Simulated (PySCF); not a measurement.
C4H15NSi2 (SMILES CNC(C)(C)[SiH2][SiH3])

The calculation's input:

```
{"job": {"kind": "nmr", "xc": "PBE0", "basis": "pcSseg-1"}, "charge": 0, "multiplicity": 1}
C     -0.504835     2.104900    -0.040272
N     -1.021808     0.838422    -0.500222
C     -0.647177    -0.344539     0.275626
C     -1.116556    -1.553144    -0.537813
C     -1.417494    -0.321829     1.597125
Si     1.258630    -0.529191     0.614735
Si     2.483944    -0.119158    -1.297970
H     -0.889349     2.890815    -0.689519
H      0.596573     2.164155    -0.036819
H     -0.859733     2.296373     0.970725
H     -0.756978     0.699640    -1.470506
H     -0.556390    -1.640931    -1.468800
H     -0.984967    -2.471573     0.028757
H     -2.171852    -1.446195    -0.785565
H     -2.481988    -0.200750     1.404096
H     -1.260445    -1.253244     2.135428
H     -1.088405     0.494227     2.234847
H      1.623606     0.345994     1.740756
H      1.439716    -1.894724     1.132060
H      1.645873     0.133739    -2.479277
H      3.341439     1.062275    -1.167192
H      3.357784    -1.235877    -1.661052
```

Command:

```sh
OMP_NUM_THREADS=1 python probes_run.py task.json out
```

Geometry: GFN2-xTB.

Theory: PBE0/pcSseg-1, SCF density, gas phase, non-relativistic (PySCF).

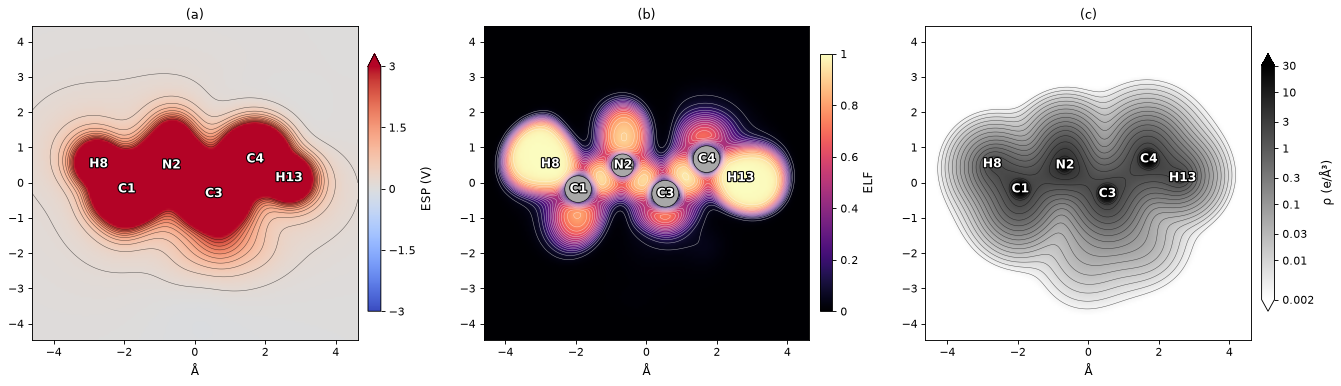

Figure 1. (a) electrostatic potential; (b) ELF; (c) electron density on the plane of atoms C3, C4 and H13. Grey discs cover the atomic cores in the ELF map.

### What do the fields say about this system?

The plane passes through C, N and H nuclei. C–N (1.44 Å): ρ at the midpoint is about 2 e/Å³; the ELF peaks at about 0.95 between the atoms, as expected for a covalent bond. C–C (1.53 Å): ρ at the midpoint is about 1.6 e/Å³; the ELF peaks at about 0.95 between the atoms: a covalent bond. C–H (1.09 Å): ρ is about 2 e/Å³ halfway; the ELF climbs to about 1 towards the hydrogen, as it does in any bond to H; an ordinary covalent bond to hydrogen. The potential has no marked negative region in this plane.

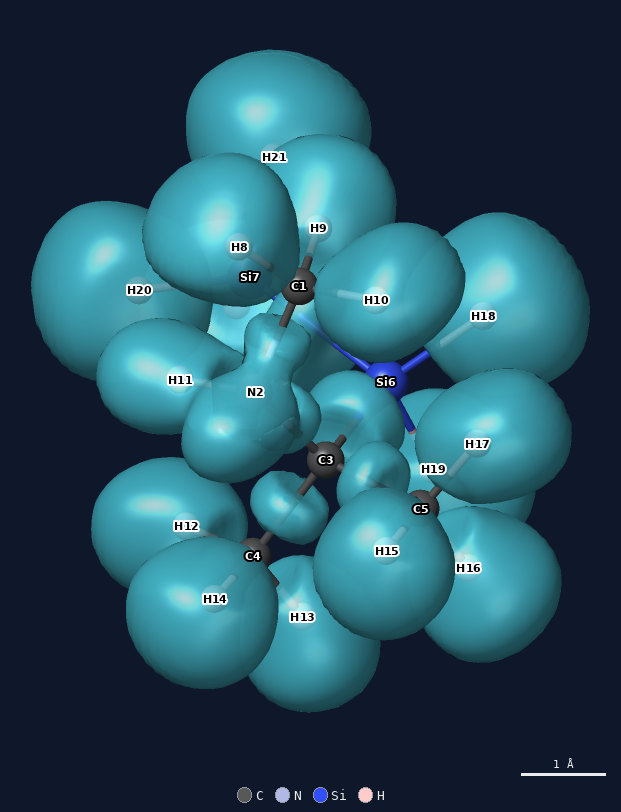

Figure 2. Isosurface of the ELF at 0.75 (cyan), seen at an oblique angle. Core shells and regions of very low density are left out.

### Where are the electrons localised?

At this value the surface marks out two regions between bonded C–C atoms (shared pairs), one region between bonded C–Si atoms (shared pairs), one region between bonded Si–Si atoms (shared pairs), 14 regions around hydrogen nuclei and one joined region spread over several atoms (H, N), in which their bonds and any lone pairs are merged.

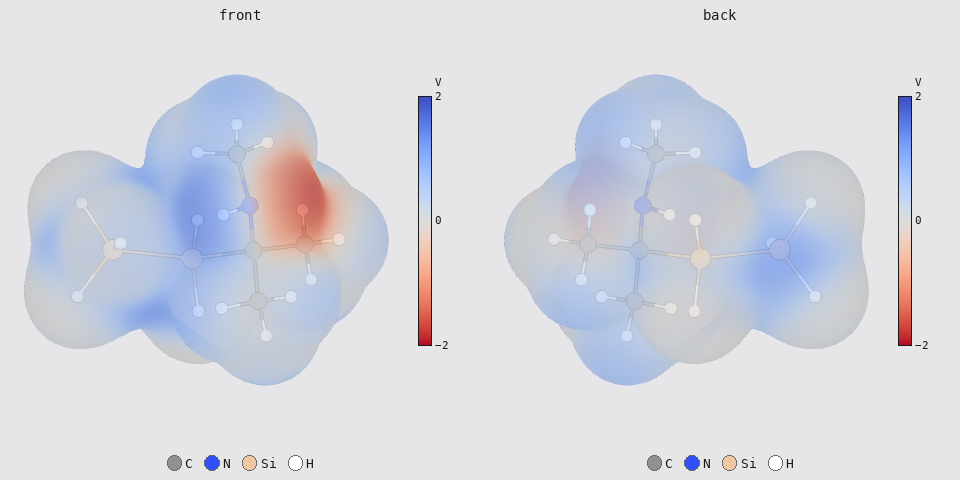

Figure 3. The electrostatic potential painted on the density surface at 0.002 e/bohr³, seen from the front and from behind; red is negative and blue positive.

### Describe the electrostatic potential map.

The most negative region (about −1.5 V) lies over N2, the most positive (about +1.2 V) over H11. N2 is the likeliest acceptor of a hydrogen bond.

### How polar is the molecule by this calculation?

Its dipole moment is 0.15 D.
